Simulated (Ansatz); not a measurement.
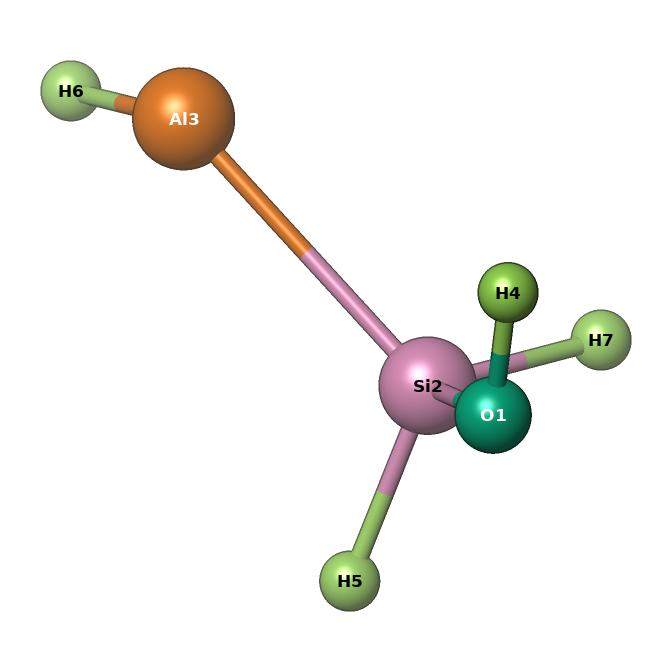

Si2 lies behind O1. The molecule seen a little off the O1–Si2 bond, O1 in front. Depth is shown by fading: the farther an atom, the more it takes the colour of the background. Charge 0, doublet. The computed structure is the end point of a PBE-D4/def2-SVP optimisation. No frequency run is at hand to confirm it as a minimum.

**What is the torsion angle H4–O1–Si2–Al3? The sign is positive where the front bond must turn clockwise to cover the back bond.**

−40°, synclinal (gauche).
